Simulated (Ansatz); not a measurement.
# Calculations on Cd15S16 and related structures

Part 1: Relaxation

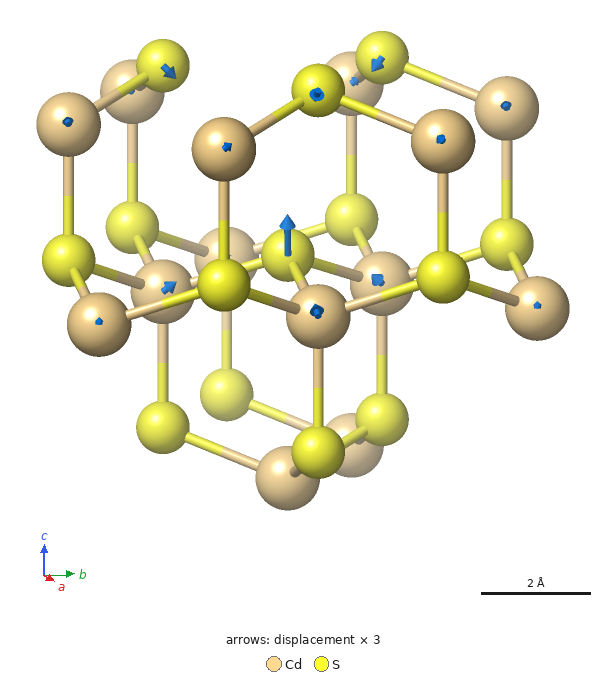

This is a relaxation of a defect cell of composition Cd15S16. The starting structure is drawn; blue arrows show the displacements, magnified 3 times.

The picture is a ball-and-stick view of the atoms within 5.8 Å of the atom that moves most (axes of the larger cell on standard axes (2 times the calculation's cell) (origin shifted)), seen slightly off an axis.

The atoms of the start lie slightly off their symmetric places, so part of the fall in energy undoes that.

All numbers below come from DFT, PBE, plane-wave PAW, default files, scalar-relativistic (Ansatz 0.2.0).

Input file:
```yaml
crystal:
  lattice:
    - [8.3, 0.0, 0.0]
    - [-4.15, 7.1880108514, 0.0]
    - [0.0, 0.0, 13.474]
  atoms:
    - { symbol: Cd, position: [0.1666666666, 0.3333333334, 0.5] }
    - { symbol: Cd, position: [0.1666666666, 0.8333333334, 0.0] }
    - { symbol: Cd, position: [0.1666666666, 0.8333333334, 0.5] }
    - { symbol: Cd, position: [0.6666666666, 0.3333333334, 0.0] }
    - { symbol: Cd, position: [0.6666666666, 0.3333333334, 0.5] }
    - { symbol: Cd, position: [0.6666666666, 0.8333333334, 0.0] }
    - { symbol: Cd, position: [0.6666666666, 0.8333333334, 0.5] }
    - { symbol: Cd, position: [0.3333333334, 0.1666666666, 0.25] }
    - { symbol: Cd, position: [0.3333333334, 0.1666666666, 0.75] }
    - { symbol: Cd, position: [0.3333333334, 0.6666666666, 0.25] }
    - { symbol: Cd, position: [0.3333333334, 0.6666666666, 0.75] }
    - { symbol: Cd, position: [0.8333333334, 0.1666666666, 0.25] }
    - { symbol: Cd, position: [0.8333333334, 0.1666666666, 0.75] }
    - { symbol: Cd, position: [0.8333333334, 0.6666666666, 0.25] }
    - { symbol: Cd, position: [0.8333333334, 0.6666666666, 0.75] }
    - { symbol: S, position: [0.1798331766, 0.3429718876, 0.1926419053], spin: 0.5 }
    - { symbol: S, position: [0.1666666666, 0.3333333334, 0.6875] }
    - { symbol: S, position: [0.1666666666, 0.8333333334, 0.1875] }
    - { symbol: S, position: [0.1666666666, 0.8333333334, 0.6875] }
    - { symbol: S, position: [0.6666666666, 0.3333333334, 0.1875] }
    - { symbol: S, position: [0.6666666666, 0.3333333334, 0.6875] }
    - { symbol: S, position: [0.6666666666, 0.8333333334, 0.1875] }
    - { symbol: S, position: [0.6666666666, 0.8333333334, 0.6875] }
    - { symbol: S, position: [0.3333333334, 0.1666666666, 0.4375] }
    - { symbol: S, position: [0.3333333334, 0.1666666666, 0.9375], spin: 0.5 }
    - { symbol: S, position: [0.3333333334, 0.6666666666, 0.4375] }
    - { symbol: S, position: [0.3333333334, 0.6666666666, 0.9375], spin: 0.5 }
    - { symbol: S, position: [0.8333333334, 0.1666666666, 0.4375] }
    - { symbol: S, position: [0.8333333334, 0.1666666666, 0.9375], spin: 0.5 }
    - { symbol: S, position: [0.8333333334, 0.6666666666, 0.4375] }
    - { symbol: S, position: [0.8333333334, 0.6666666666, 0.9375] }
magnetization:
  spin_polarized: true
kpoints:
  mp_grid: { grid: [3, 3, 2] }
scf:
  occupations: { method: fermi_dirac, width: 0.01 }
hamiltonian:
  xc: pbe
  pseudopotentials: { kind: paw }
output:
  forces: true
  stress: true
  populations: true
  efg: { quadrupole_moments_barn: { S: -0.0694 }, contact_densities: true }
relax:
  f_tol: 0.03
  max_steps: 40
```

Command:
```bash
ansatz run input.yaml --threads 4 --pin off --max-ram 10240MiB --backend cpu --events-out ev --progress --plain --runs-dir out
```

> What did the optimiser do to the structure, and how much energy did it gain?

S16 moves most: 0.29 Å along [1 0 3]. Largest moves by element: S 0.29 Å, Cd 0.11 Å. The cell doesn't change. Near-neighbour distances that change, for instance: Cd12–S16 2.608 → 2.504 Å, Cd10–S16 2.453 → 2.504 Å, Cd10–S26 2.526 → 2.574 Å, Cd2–S25 2.540 → 2.522 Å. Bond angles that change, for instance: Cd8–S16–Cd10 114.0° → 105.8°, S16–Cd12–S28 107.2° → 114.8°, S16–Cd10–S26 108.4° → 114.8°. After 4 geometry steps the energy has fallen by 0.168 eV per cell of the calculation. The largest force component goes from 0.53 to 0.011 eV/Å. Cost: 17 min on 4 threads of Arm Neoverse V1, on a shared host, peak memory 5.9 GiB.

Limits of the set-up: the periodic images lie only 8.3 Å apart, so the values are limited by the cell's size.

Part 2: Relaxation

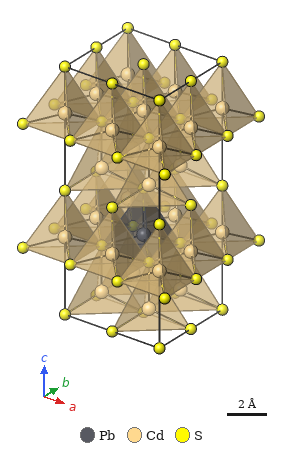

This is the input geometry for a relaxation of a defect cell of composition Cd15PbS16. Style: polyhedral. Shown: the cell of the calculation (origin shifted), slightly off an axis.

These are results of Ansatz, DFT, PBE, plane-wave PAW, default files, scalar-relativistic, not measurements.

Input file:
```yaml
crystal:
  lattice:
    - [8.3, 0.0, 0.0]
    - [-4.15, 7.1880108514, 0.0]
    - [0.0, 0.0, 13.474]
  atoms:
    - { symbol: Pb, position: [0.1666666666, 0.3333333334, 0.0] }
    - { symbol: Cd, position: [0.1666666666, 0.3333333334, 0.5] }
    - { symbol: Cd, position: [0.1666666666, 0.8333333334, 0.0] }
    - { symbol: Cd, position: [0.1666666666, 0.8333333334, 0.5] }
    - { symbol: Cd, position: [0.6666666666, 0.3333333334, 0.0] }
    - { symbol: Cd, position: [0.6666666666, 0.3333333334, 0.5] }
    - { symbol: Cd, position: [0.6666666666, 0.8333333334, 0.0] }
    - { symbol: Cd, position: [0.6666666666, 0.8333333334, 0.5] }
    - { symbol: Cd, position: [0.3333333334, 0.1666666666, 0.25] }
    - { symbol: Cd, position: [0.3333333334, 0.1666666666, 0.75] }
    - { symbol: Cd, position: [0.3333333334, 0.6666666666, 0.25] }
    - { symbol: Cd, position: [0.3333333334, 0.6666666666, 0.75] }
    - { symbol: Cd, position: [0.8333333334, 0.1666666666, 0.25] }
    - { symbol: Cd, position: [0.8333333334, 0.1666666666, 0.75] }
    - { symbol: Cd, position: [0.8333333334, 0.6666666666, 0.25] }
    - { symbol: Cd, position: [0.8333333334, 0.6666666666, 0.75] }
    - { symbol: S, position: [0.1666666666, 0.3333333334, 0.1875] }
    - { symbol: S, position: [0.1666666666, 0.3333333334, 0.6875] }
    - { symbol: S, position: [0.1666666666, 0.8333333334, 0.1875] }
    - { symbol: S, position: [0.1666666666, 0.8333333334, 0.6875] }
    - { symbol: S, position: [0.6666666666, 0.3333333334, 0.1875] }
    - { symbol: S, position: [0.6666666666, 0.3333333334, 0.6875] }
    - { symbol: S, position: [0.6666666666, 0.8333333334, 0.1875] }
    - { symbol: S, position: [0.6666666666, 0.8333333334, 0.6875] }
    - { symbol: S, position: [0.3333333334, 0.1666666666, 0.4375] }
    - { symbol: S, position: [0.3333333334, 0.1666666666, 0.9375] }
    - { symbol: S, position: [0.3333333334, 0.6666666666, 0.4375] }
    - { symbol: S, position: [0.3333333334, 0.6666666666, 0.9375] }
    - { symbol: S, position: [0.8333333334, 0.1666666666, 0.4375] }
    - { symbol: S, position: [0.8333333334, 0.1666666666, 0.9375] }
    - { symbol: S, position: [0.8333333334, 0.6666666666, 0.4375] }
    - { symbol: S, position: [0.8333333334, 0.6666666666, 0.9375] }
kpoints:
  mp_grid: { grid: [3, 3, 2] }
scf:
  occupations: { method: fermi_dirac, width: 0.01 }
hamiltonian:
  xc: pbe
  pseudopotentials: { kind: paw }
output:
  forces: true
  stress: true
  populations: true
  efg: { quadrupole_moments_barn: { S: -0.0694 }, contact_densities: true }
  write_density: true
  write_potential: true
  elf: true
  volumetric_format: npy
relax:
  f_tol: 0.03
  max_steps: 40
```

Launched with:
```bash
ansatz run input.yaml --threads 4 --pin off --max-ram 8192MiB --backend cpu --events-out ev --progress --plain --runs-dir out
```

Q: Predict the outcome.

A: The largest move is that of S17, 0.48 Å along +c. By element the largest moves are S 0.48 Å, Pb 0.17 Å, Cd 0.13 Å. The cell doesn't change. Near-neighbour distances that change, for instance: Pb1–S17 2.526 → 2.839 Å, Pb1–S26 2.540 → 2.746 Å, Cd2–S18 2.526 → 2.573 Å, Cd11–S17 2.540 → 2.508 Å. Bond angles that change, for instance: S17–Cd11–S27 109.4° → 99.2°, Pb1–S17–Cd9 109.4° → 99.9°, Cd9–S17–Cd11 109.6° → 117.1°. The energy falls by 0.917 eV per cell of the calculation in 7 geometry steps. The largest force component goes from 2.2 to 0.0033 eV/Å. The run took 4.3 min on 4 threads of Arm Neoverse V2, on a shared host, peak memory 4.4 GiB.

Step by step:

```tsv
step	E − E(0), meV/atom	largest force component, eV/Å
0	0.00	2.2419
1	-25.99	0.4309
2	-26.03	0.2988
3	-28.25	0.0722
4	-28.47	0.0439
5	-28.62	0.0234
6	-28.64	0.0342
7	-28.65	0.0033
```

The end point in the same view:

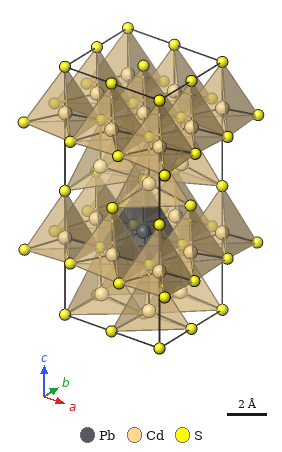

Limits of the set-up: the periodic images lie only 8.3 Å apart, so the values are limited by the cell's size.

Part 3: Defect

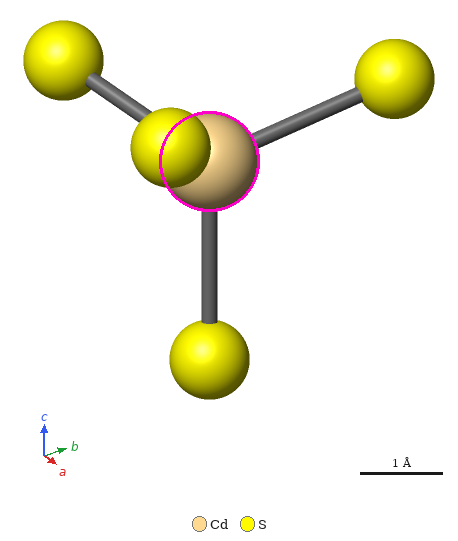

Perfect CdS. A ball-and-stick model of the atoms within 3.3 Å of one point, seen slightly off an axis.

Computed with Ansatz 0.2.0, DFT, PBE, plane-wave PAW, default files, scalar-relativistic. (plane-wave cutoff 420 eV; k-point mesh 3 × 3 × 2; occupations fermi dirac; smearing width 0.01 eV; collinear spin) The axes drawn are those of the host's conventional cell.

A cadmium atom is taken out (a vacancy) at the ringed place, in charge state 0. The supercell has 32 sites, and the atoms are relaxed at the host's cell.

### How do the neighbours respond?

Around the empty Cd site the host had 4 S at 2.53 to 2.54 Å; after relaxation the nearest atoms are 4 S at 2.32 to 2.44 Å. Of the host's atoms, a sulfur atom moves furthest from its site, by 0.21 Å. The cell's net moment is 0.70 μB.

The relaxed defect, seen from the same direction:

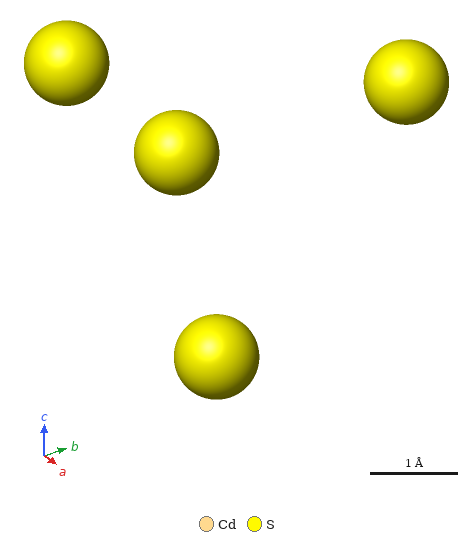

Limits of the set-up: the periodic images lie only 8.3 Å apart, so the values are limited by the cell's size.

Part 4: Defect

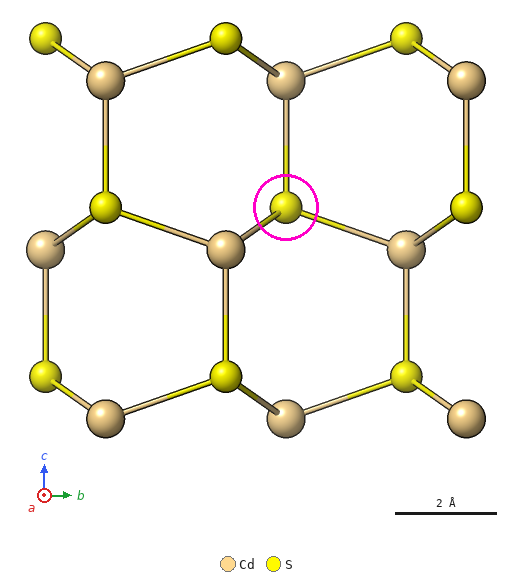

Perfect CdS. The picture is a ball-and-stick view of the atoms within 6.0 Å of one point, in a slice 4.2 Å thick across the line of sight, seen along the a axis.

The calculation used Ansatz, DFT, PBE, plane-wave PAW, default files, scalar-relativistic. (plane-wave cutoff 420 eV; k-point mesh 3 × 3 × 2; occupations fermi dirac; smearing width 0.01 eV; collinear spin) The axes drawn are those of the host's conventional cell.

A sulfur atom is replaced by chlorine at the ringed place, in charge state 0. The supercell has 32 sites, and the atoms are relaxed at the host's cell.

> Predict the relaxed surroundings of the defect.

In the host the S atom has 4 Cd at 2.53 to 2.54 Å; the Cl atom ends with 4 Cd at 2.72 to 2.74 Å. Of the host's atoms, a cadmium atom moves furthest from its site, by 0.26 Å. The cell ends without a net magnetic moment. Relaxing the atoms from the host's sites lowers the energy by 0.39 eV.

The relaxed defect, seen from the same direction:

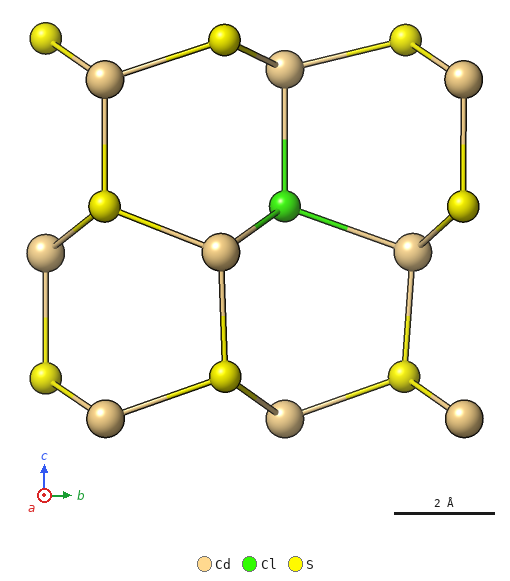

Limits of the set-up: the periodic images lie only 8.3 Å apart, so the values are limited by the cell's size.
